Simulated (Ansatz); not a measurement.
# Response to strain in TiO2

Take TiO$_{2}$ in the rutile structure (space group P4_2/mnm, No. 136; a = 4.548 Å, c = 2.917 Å) as the base. Axes: x, y, z lie along a, b, c of the conventional cell.

Strains are applied to the cell and any free atomic positions relax.

The values are results of LDA (Ansatz, an electronic-structure program), scalar-relativistic without spin-orbit coupling, not measurements.

Notes on the quantities. energy relative to the base: free energy F.

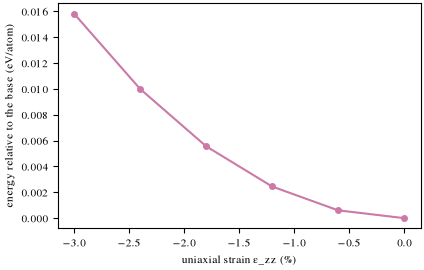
Figure. Energy relative to the base against uniaxial strain ε_zz

```csv
uniaxial strain ε_zz (%),energy relative to the base
-3,+16 meV/atom
-2.4,+10 meV/atom
-1.8,+5.6 meV/atom
-1.2,+2.4 meV/atom
-0.6,+0.6 meV/atom
```

Whether these cells are dynamically stable was not tested. All final runs are without spin polarisation.
